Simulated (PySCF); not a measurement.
# BH₈O₂PSi₂: a tour of settings, part 1 of 2

Which settings matter for BH₈O₂PSi₂ (`OB(O)[Si@@H]([SiH3])P`)?

Computed with PySCF 2.14.0, with density-fitted response routines of our own, on a single molecule in the gas phase. Atoms are numbered from 0 throughout.

### Step 1. The starting structure

14 atoms, charge 0, multiplicity 1; geometry from: GFN2-xTB.

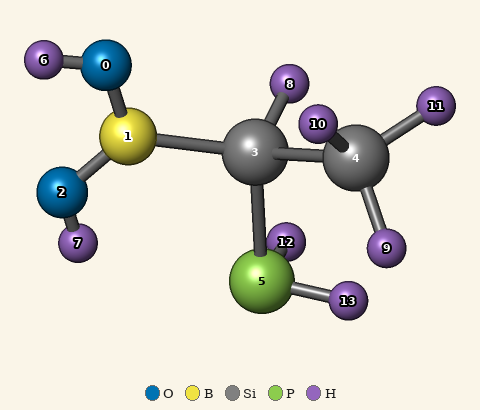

As it starts; oxygen blue, boron yellow, silicon grey, phosphorus green, hydrogen purple, atoms numbered.

### Step 2. NMR shieldings: PBE0/pcSseg-1

Job settings and geometry (Å):

```
{"job": {"kind": "nmr", "xc": "PBE0", "basis": "pcSseg-1"}, "charge": 0, "multiplicity": 1}
O      1.676117    -1.775875    -0.823965
B      1.591163    -0.596191    -0.175233
O      2.716504    -0.120163     0.413542
Si    -0.186953     0.276561    -0.120132
Si    -1.984844    -0.936850     0.752776
P      0.126653     2.178032     1.113111
H      2.550195    -2.174832    -0.826337
H      2.655123     0.715109     0.878025
H     -0.633643     0.764006    -1.447701
H     -2.348703    -0.512262     2.110647
H     -1.701620    -2.371671     0.826511
H     -3.203690    -0.795428    -0.049465
H     -0.079232     3.053682     0.070083
H     -1.177748     2.295409     1.535997
```

With the program's defaults for keys left out, this is: GIAO PBE0/pcSseg-1 NMR shielding, non-relativistic, gas phase.

Started as:

```console
$ OMP_NUM_THREADS=1 python probes_run.py task.json out
```

One launch serves the whole session: the jobs run in the order shown.

The program printed:

```text
coarse grid: 13096 points
cycle   1  E = -1099.7485279777  dE =  4.511e-01  |g| = 8.311e-01  |ddm| = 3.294e+00
cycle   2  E = -1099.6216022186  dE =  1.269e-01  |g| = 1.187e+00  |ddm| = 1.507e+00
cycle   3  E = -1099.8715008542  dE = -2.499e-01  |g| = 6.209e-02  |ddm| = 9.831e-01
cycle   4  E = -1099.8722666867  dE = -7.658e-04  |g| = 2.292e-02  |ddm| = 8.092e-02
cycle   5  E = -1099.8723930305  dE = -1.263e-04  |g| = 7.587e-03  |ddm| = 3.441e-02
cycle   6  E = -1099.8724033130  dE = -1.028e-05  |g| = 3.079e-03  |ddm| = 7.486e-03
cycle   7  E = -1099.8724049365  dE = -1.623e-06  |g| = 5.524e-04  |ddm| = 2.980e-03
final grid: 112384 points
cycle   8  E = -1099.9237844248  dE = -2.791e-05  |g| = 6.734e-03  |ddm| = 2.189e-02
cycle   9  E = -1099.9237769656  dE =  7.459e-06  |g| = 9.389e-03  |ddm| = 1.013e-02
cycle  10  E = -1099.9237925481  dE = -1.558e-05  |g| = 4.506e-04  |ddm| = 5.800e-03
cycle  11  E = -1099.9237925889  dE = -4.077e-08  |g| = 1.482e-04  |ddm| = 7.232e-04
cycle  12  E = -1099.9237925945  dE = -5.638e-09  |g| = 2.200e-05  |ddm| = 2.356e-04
cycle  13  E = -1099.9237925946  dE = -1.287e-10  |g| = 9.305e-06  |ddm| = 4.565e-05
converged SCF energy = -1099.9237925946

GIAO shielding tensors (ppm)
atom      isotropic    diamagn.    paramagn.     s11        s22        s33       span
  0 O      192.394     386.715    -194.321     70.279    232.792    274.111    203.832
  1 B       69.744     197.946    -128.202     52.003     63.047     94.181     42.178
  2 O      172.884     387.464    -214.580      0.580    237.809    280.264    279.683
  3 Si     470.754     883.219    -412.464    439.808    461.278    511.177     71.370
  4 Si     456.141     880.302    -424.161    429.841    454.262    484.321     54.480
  5 P      629.882     968.769    -338.887    545.914    630.605    713.127    167.213
  6 H       26.832      29.367      -2.535     21.368     21.952     37.177     15.809
  7 H       25.642      32.347      -6.706     18.407     25.791     32.727     14.320
  8 H       27.616      30.820      -3.204     23.611     25.789     33.447      9.836
  9 H       28.332      29.476      -1.143     24.458     27.049     33.490      9.032
 10 H       28.004      28.971      -0.968     23.904     26.244     33.863      9.960
 11 H       28.047      29.113      -1.067     24.637     25.570     33.933      9.296
 12 H       30.548      31.153      -0.605     24.655     27.429     39.560     14.905
 13 H       30.825      31.365      -0.540     24.491     28.896     39.089     14.598
```

Wall time 21 s (1 thread of Arm Neoverse V1, shared host); peak memory 0.74 GiB.

The references, computed at this level on geometries of the same kind, shield at (ppm): 1H TMS 31.72, 29Si TMS 349.2, 17O H2O 336.1, 31P H3PO4 318.4, 11B BF3·OEt2 100.1. Their shielding less the atom's gives the shift. The references are single molecules in the gas phase, so shifts against H2O, NH3, PH3, H3PO4 or CFCl3 are not on the usual liquid scales and can be off by tens of ppm. Atoms listed in one row are averaged.

| atoms | environment | σ (ppm) | δ (ppm) |
| --- | --- | --- | --- |
| H6, H7 | hydrogen on an oxygen bonded to B | 26.24 | 5.48 |
| H8 | hydrogen on a silicon bonded to B, P, Si | 27.62 | 4.10 |
| H9, H10, H11 | hydrogen on a silicon bonded to Si | 28.13 | 3.59 |
| H12, H13 | hydrogen on a phosphorus bonded to Si | 30.69 | 1.03 |
| O0, O2 | oxygen bonded to B, H | 182.6 | 153.4 |
| B1 | boron bonded to 2 O, Si | 69.7 | 30.3 |
| Si4 | silicon bonded to Si, 3 H | 456.1 | -107.0 |
| Si3 | silicon bonded to B, P, Si, H | 470.8 | -121.6 |
| P5 | phosphorus bonded to Si, 2 H | 629.9 | -311.5 |

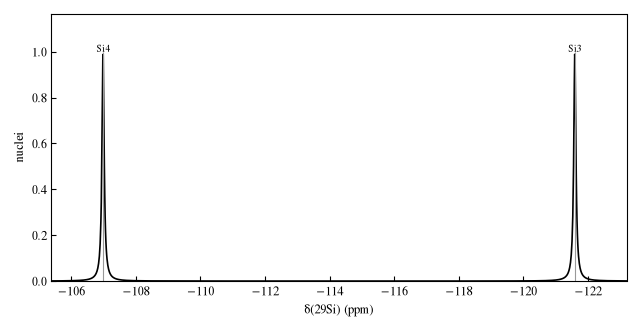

29Si lines at the computed shifts, without couplings. Lines are broadened to a width of 0.08 ppm (Lorentzian).

Charges from the same density, by scheme (e):

| atoms | Mulliken | IAO | Hirshfeld | ESP fit |
| --- | --- | --- | --- | --- |
| O0, O2 | -0.40 | -0.53 | -0.25 | -0.69 |
| B1 | 0.41 | 0.29 | 0.16 | 0.58 |
| Si3 | -0.10 | 0.23 | 0.14 | 0.28 |
| Si4 | 0.25 | 0.31 | 0.21 | 0.12 |
| P5 | -0.26 | -0.13 | -0.04 | -0.47 |

IAO charges:

O0 -0.53; B1 0.29; O2 -0.54; Si3 0.23; Si4 0.31; P5 -0.13; H6 0.36; H7 0.37; H8 -0.08; H9 -0.10; H10 -0.09; H11 -0.09; H12 0.01; H13 0.00

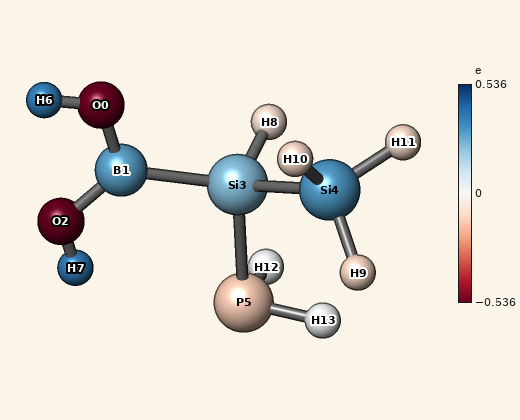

IAO charges, as colours on the atoms.

Mayer bond orders: O0–B1 1.25, B1–O2 1.22, B1–Si3 0.86, Si3–Si4 0.89, Si3–P5 0.95.

### Step 3. Excited states and response: PBE0/def2-SVPD

Settings changed since step 2:

```diff
@@ -1,2 +1,2 @@
-{"job": {"kind": "nmr", "xc": "PBE0", "basis": "pcSseg-1"}, "charge": 0, "multiplicity": 1}
+{"job": {"kind": "uv", "xc": "PBE0", "basis": "def2-SVPD", "nstates": 6, "ntriplets": 2}, "charge": 0, "multiplicity": 1}
 O      1.676117    -1.775875    -0.823965
```

Method: TDDFT PBE0/def2-SVPD, vertical, gas phase, core orbitals frozen in the response.

The program printed:

```text
coarse grid: 13096 points
cycle   1  E = -1099.3169699589  dE =  4.148e-01  |g| = 7.834e-01  |ddm| = 4.882e+00
cycle   2  E = -1099.1716112961  dE =  1.454e-01  |g| = 1.176e+00  |ddm| = 1.846e+00
cycle   3  E = -1099.4342798140  dE = -2.627e-01  |g| = 5.673e-02  |ddm| = 1.107e+00
cycle   4  E = -1099.4349515464  dE = -6.717e-04  |g| = 2.096e-02  |ddm| = 1.287e-01
cycle   5  E = -1099.4350616288  dE = -1.101e-04  |g| = 7.715e-03  |ddm| = 4.947e-02
cycle   6  E = -1099.4350745947  dE = -1.297e-05  |g| = 2.317e-03  |ddm| = 1.146e-02
cycle   7  E = -1099.4350755959  dE = -1.001e-06  |g| = 6.250e-04  |ddm| = 3.247e-03
final grid: 112384 points
cycle   8  E = -1099.5773148980  dE = -2.713e-05  |g| = 6.158e-03  |ddm| = 7.709e-02
cycle   9  E = -1099.5773075175  dE =  7.380e-06  |g| = 8.856e-03  |ddm| = 1.605e-02
cycle  10  E = -1099.5773225679  dE = -1.505e-05  |g| = 4.188e-04  |ddm| = 8.435e-03
cycle  11  E = -1099.5773226157  dE = -4.776e-08  |g| = 1.257e-04  |ddm| = 1.228e-03
cycle  12  E = -1099.5773226202  dE = -4.527e-09  |g| = 3.090e-05  |ddm| = 3.168e-04
cycle  13  E = -1099.5773226205  dE = -2.683e-10  |g| = 1.574e-05  |ddm| = 8.057e-05
converged SCF energy = -1099.5773226205

Static polarisability (au): isotropic 109.566, principal 88.384 113.990 126.324

Singlet excitations
state   eV       nm        f      main configurations
  1   5.1925    238.8   0.00545   H->L 0.97
  2   5.9778    207.4   0.08019   H->L+1 0.71, H-1->L 0.12, H->L+2 0.10
  3   6.0175    206.0   0.02681   H-1->L 0.78, H->L+1 0.13
  4   6.3321    195.8   0.09444   H->L+2 0.73, H-2->L 0.09
  5   6.4922    191.0   0.02818   H-2->L 0.67, H-1->L+1 0.22
  6   6.6486    186.5   0.01716   H->L+3 0.68, H->L+4 0.23

Triplet excitations (Tamm-Dancoff, eV): 4.8082 5.1630
```

It took 31 s on 1 thread of Arm Neoverse V1, shared host; peak memory 0.84 GiB.

Frontier orbitals and where they lie:

| orbital | eV | atoms |
| --- | --- | --- |
| HOMO−3 | -9.53 | Si4 22 %, P5 20 %, H11 15 % |
| HOMO−2 | -8.56 | Si3 28 %, Si4 16 %, P5 15 % |
| HOMO−1 | -8.23 | Si3 30 %, B1 18 %, Si4 16 % |
| HOMO | -7.38 | P5 60 %, Si3 15 %, H13 6 % |
| LUMO | -0.97 | Si3 27 %, B1 17 %, Si4 14 % |
| LUMO+1 | -0.31 | Si3 26 %, Si4 22 %, P5 16 % |
| LUMO+2 | -0.16 | B1 26 %, P5 17 %, Si3 11 % |

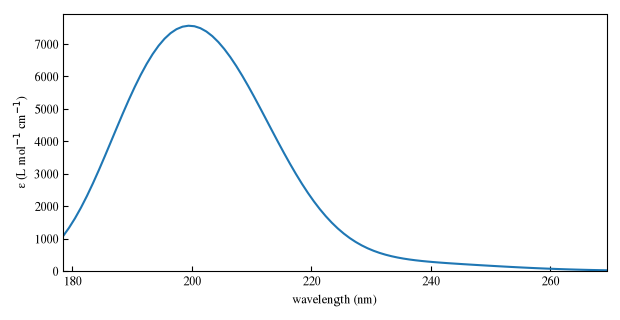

Absorption spectrum: each of the 6 states is a Gaussian band of 0.4 eV half-width at 1/e. Beyond the last state computed it falls off for lack of states.

Ground-state properties from the same run:

| property | computed |
| --- | --- |
| dipole moment (D) | 0.80 |
| polarisability (Å³) | 16.24 |
| HOMO–LUMO gap (eV) | 6.41 |
| −ε(HOMO) (eV) | 7.38 |

### Step 4. Ultraviolet spectrum: KT2/def2-SVPD

Settings changed since step 3:

```diff
@@ -1,2 +1,2 @@
-{"job": {"kind": "uv", "xc": "PBE0", "basis": "def2-SVPD", "nstates": 6, "ntriplets": 2}, "charge": 0, "multiplicity": 1}
+{"job": {"kind": "uv", "xc": "KT2", "basis": "def2-SVPD", "nstates": 6, "ntriplets": 0, "tda": true, "scf": {"guess": "atom"}}, "charge": 0, "multiplicity": 1}
 O      1.676117    -1.775875    -0.823965
```

With the program's defaults for keys left out, this is: TDA KT2/def2-SVPD, vertical, gas phase, core orbitals frozen in the response.

The program printed:

```text
final grid: 112384 points
cycle   1  E = -1110.3148973027  dE =  1.108e+00  |g| = 1.367e+00  |ddm| = 5.442e+00
cycle   2  E = -1108.8278641536  dE =  1.487e+00  |g| = 2.880e+00  |ddm| = 5.288e+00
cycle   3  E = -1110.6822747324  dE = -1.854e+00  |g| = 2.478e-01  |ddm| = 4.320e+00
cycle   4  E = -1110.6938788036  dE = -1.160e-02  |g| = 1.888e-01  |ddm| = 9.432e-01
cycle   5  E = -1110.7019908965  dE = -8.112e-03  |g| = 8.151e-02  |ddm| = 3.442e-01
cycle   6  E = -1110.7033831444  dE = -1.392e-03  |g| = 1.618e-02  |ddm| = 9.966e-02
cycle   7  E = -1110.7034518665  dE = -6.872e-05  |g| = 5.177e-03  |ddm| = 3.695e-02
cycle   8  E = -1110.7034614706  dE = -9.604e-06  |g| = 1.269e-03  |ddm| = 1.212e-02
cycle   9  E = -1110.7034620320  dE = -5.614e-07  |g| = 3.670e-04  |ddm| = 3.754e-03
cycle  10  E = -1110.7034620668  dE = -3.474e-08  |g| = 2.073e-04  |ddm| = 1.294e-03
cycle  11  E = -1110.7034620818  dE = -1.501e-08  |g| = 3.468e-05  |ddm| = 4.961e-04
cycle  12  E = -1110.7034620822  dE = -3.972e-10  |g| = 1.218e-05  |ddm| = 1.058e-04
converged SCF energy = -1110.7034620822

Static polarisability (au): isotropic 114.747, principal 91.205 120.793 132.242

Singlet excitations
state   eV       nm        f      main configurations
  1   4.6429    267.0   0.00359   H->L 0.97
  2   5.4059    229.3   0.03930   H->L+1 0.70, H->L+2 0.27
  3   5.6271    220.3   0.03711   H-1->L 0.89
  4   5.8131    213.3   0.06637   H->L+2 0.58, H->L+1 0.18
  5   5.9498    208.4   0.01062   H-2->L 0.66, H->L+3 0.14, H-1->L+1 0.11
  6   6.0382    205.3   0.02011   H->L+3 0.70, H-1->L+1 0.17
```

Wall time 31 s (1 thread of Arm Neoverse V1, shared host); peak memory 0.63 GiB.

In short: HOMO -6.38 eV, LUMO -1.84 eV; lowest singlet 4.64 eV.

(Continued in part 2 of 2.)
